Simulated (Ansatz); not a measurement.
# Geometry relaxation of C$_{2}$H$_{8}$OSSi (part 2 of 2)

C$_{2}$H$_{8}$OSSi; UKS PBE-D4/6-31G* (Ansatz 0.2.0). It belongs to a series of runs on one base structure; here: end point A relaxed.

Geometry of the input (Å):
```
C  -0.6992  -1.0033  1.7880
O  0.2889  -0.2393  1.1280
C  0.6772  -0.8461  -0.1021
S  -0.2461  -0.3818  -1.5030
Si 0.0732  1.6959  -1.7181
H  -0.4079  -1.9482  2.0406
H  -1.6129  -1.0137  1.1499
H  -0.9706  -0.4112  2.6895
H  1.7448  -0.5156  -0.2386
H  0.7315  -1.9372  0.0389
H  -0.5401  2.4439  -0.5433
H  1.5600  1.9169  -1.7273
H  -0.5783  2.2049  -2.9877
```

Trajectory as extended XYZ, continued:
```
13
Properties=species:S:1:pos:R:3:forces:R:3 step=5 energy=-22949.54992 accepted=F
C    -0.7250   -0.8459    1.7237   -0.2378  -0.1095  -0.2331
O     0.4423   -0.3363    1.1025    0.2940   0.6867   0.7227
C     0.8207   -0.9087   -0.0801    0.1804  -0.3975  -0.5533
S    -0.2826   -0.5500   -1.5630   -0.1846   0.0242  -0.2146
Si   -0.0190    1.5813   -1.6206    0.1470   0.5102   0.3421
H    -0.6109   -1.9130    1.9998    0.0496  -0.0376   0.0019
H    -1.5888   -0.7457    1.0389   -0.0988   0.0007   0.1116
H    -0.8801   -0.2422    2.6307   -0.0350  -0.0389  -0.0417
H     1.8232   -0.5179   -0.3218   -0.0272  -0.1036   0.0670
H     0.8312   -2.0176   -0.0452    0.0521  -0.0136   0.0027
H    -0.6528    2.3130   -0.4760   -0.2190  -0.0997   0.0178
H     1.4244    1.9724   -1.4917    0.1411  -0.1973  -0.1273
H    -0.5621    2.1759   -2.8823   -0.0617  -0.2241  -0.0958
13
Properties=species:S:1:pos:R:3:forces:R:3 step=6 energy=-22949.61356
C    -0.7266   -0.8647    1.7117    0.0116  -0.0235   0.0055
O     0.4421   -0.2759    1.1359   -0.0026  -0.1044  -0.0725
C     0.8119   -0.8804   -0.0723   -0.0365   0.0571   0.1170
S    -0.3184   -0.4969   -1.5210    0.0153  -0.0098  -0.0437
Si    0.0057    1.6341   -1.5987    0.0055  -0.0226   0.0097
H    -0.5583   -1.9416    1.9278   -0.0235   0.0594  -0.0114
H    -1.6043   -0.7658    1.0428    0.0607   0.0173   0.0116
H    -0.9180   -0.3290    2.6535    0.0197   0.0035  -0.0144
H     1.8254   -0.5210   -0.3095   -0.0244   0.0031   0.0013
H     0.8087   -1.9875   -0.0056   -0.0033   0.0221  -0.0193
H    -0.6451    2.3865   -0.4776   -0.0122  -0.0014  -0.0032
H     1.4816    1.9164   -1.5743   -0.0133   0.0031   0.0155
H    -0.5841    2.0911   -2.8979    0.0030  -0.0040   0.0039
13
Properties=species:S:1:pos:R:3:forces:R:3 step=7 energy=-22949.61971
C    -0.7167   -0.8296    1.6989   -0.0274   0.0101  -0.0217
O     0.4749   -0.2979    1.1199   -0.0201   0.0465   0.0222
C     0.8253   -0.9074   -0.0844    0.0987  -0.0574  -0.0155
S    -0.2836   -0.5218   -1.5494   -0.0411   0.0271   0.0048
Si   -0.0134    1.6170   -1.5717    0.0014   0.0076  -0.0100
H    -0.6055   -1.9121    1.9155    0.0095   0.0121  -0.0021
H    -1.5848   -0.6878    1.0269    0.0070   0.0142   0.0262
H    -0.8767   -0.2811    2.6393   -0.0065  -0.0152  -0.0216
H     1.8428   -0.5599   -0.3236   -0.0190  -0.0375   0.0052
H     0.8046   -2.0144   -0.0182    0.0168   0.0122  -0.0072
H    -0.7264    2.3303   -0.4626   -0.0090  -0.0101   0.0017
H     1.4501    1.9467   -1.4941   -0.0033  -0.0101   0.0223
H    -0.5702    2.0832   -2.8816   -0.0072   0.0003  -0.0043
13
Properties=species:S:1:pos:R:3:forces:R:3 step=8 energy=-22949.62136
C    -0.7136   -0.8157    1.6903   -0.0246   0.0152  -0.0226
O     0.4804   -0.2921    1.1085   -0.0097   0.0345   0.0331
C     0.8303   -0.9143   -0.0895    0.0728  -0.0496  -0.0236
S    -0.2774   -0.5312   -1.5575   -0.0254   0.0191   0.0096
Si   -0.0196    1.6091   -1.5604    0.0024   0.0129  -0.0141
H    -0.6085   -1.8985    1.9066    0.0073   0.0054   0.0014
H    -1.5817   -0.6683    1.0199    0.0008   0.0114   0.0210
H    -0.8687   -0.2661    2.6307   -0.0038  -0.0097  -0.0171
H     1.8499   -0.5751   -0.3301   -0.0158  -0.0283   0.0012
H     0.8027   -2.0203   -0.0139    0.0161   0.0075  -0.0082
H    -0.7474    2.3082   -0.4518   -0.0090  -0.0085  -0.0001
H     1.4412    1.9460   -1.4664   -0.0038  -0.0091   0.0208
H    -0.5670    2.0835   -2.8716   -0.0073  -0.0007  -0.0014
13
Properties=species:S:1:pos:R:3:forces:R:3 step=9 energy=-22949.62424
C    -0.6935   -0.7362    1.6475    0.0362  -0.0146  -0.0509
O     0.5392   -0.2983    1.0651   -0.0768  -0.0362   0.0472
C     0.8678   -0.9711   -0.1140    0.0040   0.0356  -0.0195
S    -0.2271   -0.5753   -1.5904   -0.0272   0.0197  -0.0359
Si   -0.0636    1.5775   -1.5094    0.0676   0.0146   0.1501
H    -0.6650   -1.8257    1.8632    0.0017   0.0740  -0.0073
H    -1.5511   -0.5257    0.9788    0.0506  -0.0088   0.0262
H    -0.8078   -0.1755    2.5876    0.0108  -0.0208  -0.0255
H     1.8992   -0.6772   -0.3646   -0.0271  -0.0152   0.0272
H     0.7976   -2.0735   -0.0088    0.0015   0.0382  -0.0107
H    -0.9002    2.1906   -0.4166    0.0608  -0.0381  -0.0947
H     1.3773    1.9664   -1.2910   -0.1196  -0.0141  -0.0364
H    -0.5522    2.0894   -2.8323    0.0175  -0.0343   0.0303
13
Properties=species:S:1:pos:R:3:forces:R:3 step=10 energy=-22949.62363 accepted=F
C    -0.6913   -0.7219    1.6341    0.0064   0.0015  -0.0160
O     0.5376   -0.2882    1.0482    0.0103   0.0182   0.0193
C     0.8671   -0.9701   -0.1249   -0.0493  -0.0924  -0.0390
S    -0.2348   -0.5893   -1.6010    0.0815   0.0873   0.0731
Si   -0.0591    1.5583   -1.4763   -0.0391   0.0824  -0.0545
H    -0.6622   -1.8080    1.8544   -0.0033  -0.0001   0.0057
H    -1.5488   -0.5139    0.9673    0.0001  -0.0042  -0.0028
H    -0.8035   -0.1581    2.5714    0.0035  -0.0001   0.0044
H     1.8973   -0.6792   -0.3782   -0.0014   0.0077   0.0089
H     0.7978   -2.0706   -0.0112    0.0183   0.0009   0.0256
H    -0.9084    2.1773   -0.3999    0.0464  -0.0580  -0.0434
H     1.3729    1.9747   -1.2628   -0.0827  -0.0757  -0.0101
H    -0.5440    2.0542   -2.8061    0.0093   0.0325   0.0287
13
Properties=species:S:1:pos:R:3:forces:R:3 step=11 energy=-22949.62664
C    -0.6928   -0.7304    1.6388   -0.0031   0.0171   0.0092
O     0.5379   -0.2941    1.0604    0.0052  -0.0197  -0.0169
C     0.8670   -0.9710   -0.1169   -0.0066   0.0162  -0.0022
S    -0.2262   -0.5773   -1.5948    0.0042  -0.0165   0.0014
Si   -0.0614    1.5698   -1.4939    0.0026   0.0208   0.0051
H    -0.6628   -1.8159    1.8621   -0.0033  -0.0029   0.0002
H    -1.5465   -0.5250    0.9663   -0.0031  -0.0047   0.0024
H    -0.8111   -0.1654    2.5747   -0.0071  -0.0021   0.0043
H     1.8988   -0.6803   -0.3628    0.0136   0.0019  -0.0087
H     0.7961   -2.0720   -0.0084   -0.0027   0.0063   0.0024
H    -0.8929    2.1794   -0.4046    0.0025  -0.0045  -0.0019
H     1.3717    1.9686   -1.2928   -0.0025  -0.0048   0.0004
H    -0.5572    2.0787   -2.8134    0.0003  -0.0070   0.0043
13
Properties=species:S:1:pos:R:3:forces:R:3 step=12 energy=-22949.62670
C    -0.6938   -0.7269    1.6364   -0.0047   0.0098   0.0014
O     0.5366   -0.2915    1.0566    0.0112  -0.0087  -0.0066
C     0.8678   -0.9710   -0.1185   -0.0031   0.0123  -0.0026
S    -0.2234   -0.5806   -1.5985    0.0002  -0.0070   0.0023
Si   -0.0613    1.5670   -1.4912    0.0009   0.0068   0.0064
H    -0.6634   -1.8121    1.8609   -0.0040  -0.0036   0.0013
H    -1.5481   -0.5229    0.9640   -0.0019  -0.0041   0.0026
H    -0.8122   -0.1609    2.5718   -0.0034  -0.0009   0.0010
H     1.8996   -0.6797   -0.3644    0.0088  -0.0004  -0.0025
H     0.7982   -2.0716   -0.0066   -0.0037   0.0031  -0.0017
H    -0.8902    2.1709   -0.3970   -0.0007  -0.0014  -0.0027
H     1.3721    1.9650   -1.2913   -0.0010  -0.0007  -0.0018
H    -0.5613    2.0796   -2.8076    0.0014  -0.0052   0.0027
```

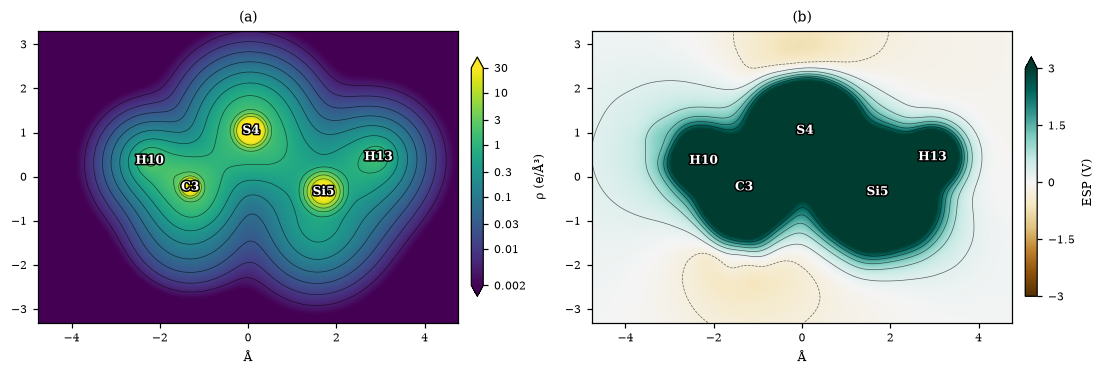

Figure 1. (a) electron density; (b) electrostatic potential on the plane of atoms S4, C3 and H10. Atoms in the plane: C, S, Si and H. C–S (1.88 Å): ρ is about 1.1 e/Å³ halfway. Si–S (2.16 Å): ρ at the midpoint is about 0.79 e/Å³. Si–H (1.50 Å): ρ at the midpoint is about 0.78 e/Å³.

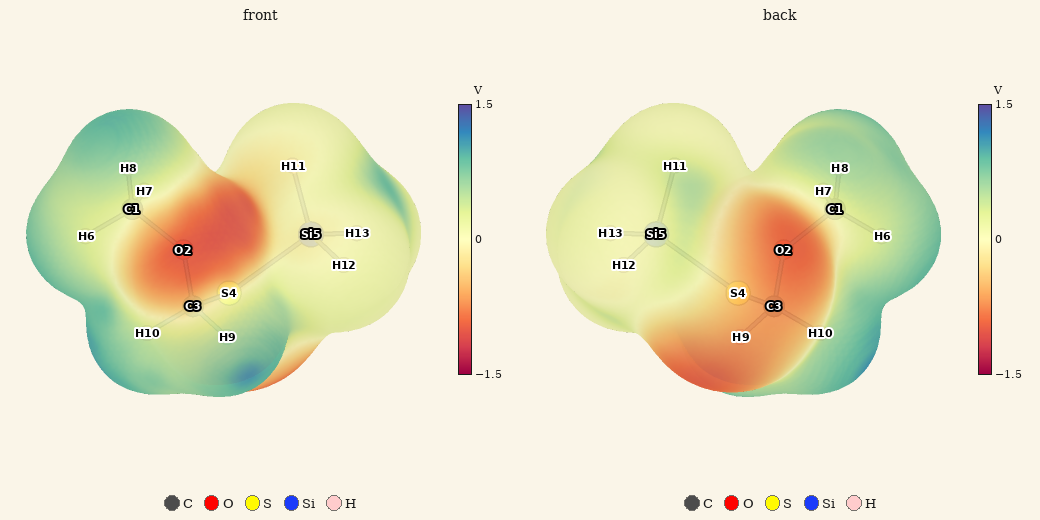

Figure 2. The electrostatic potential painted on the density surface at 0.002 e/bohr³, seen at a tilt and from behind; red is negative and blue positive. A positive charge is drawn to the negative regions and a negative charge to the positive ones.

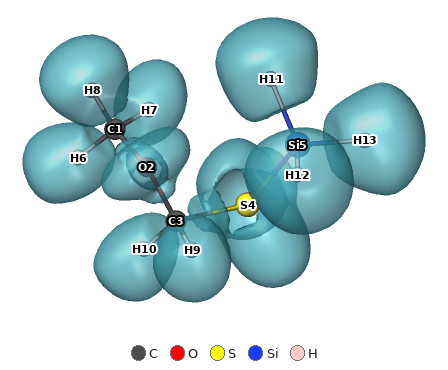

Figure 3. Isosurface of the electron localisation function at 0.75 (cyan), seen at a tilt. Core shells and regions of very low density are left out. Values along the shortest contacts:

Results in brief:

```tsv
quantity	value
outcome	converged
total energy	−22949.6267 eV
mean-field energy	−22949.3213 eV
largest force (length of the vector) at the end	0.016 eV/Å
hardware	2 threads of Intel Xeon Gold (Sapphire Rapids), 16 GiB of memory available, shared host
wall time	40 s (CPU time 68 s)
peak memory	0.22 GiB
```
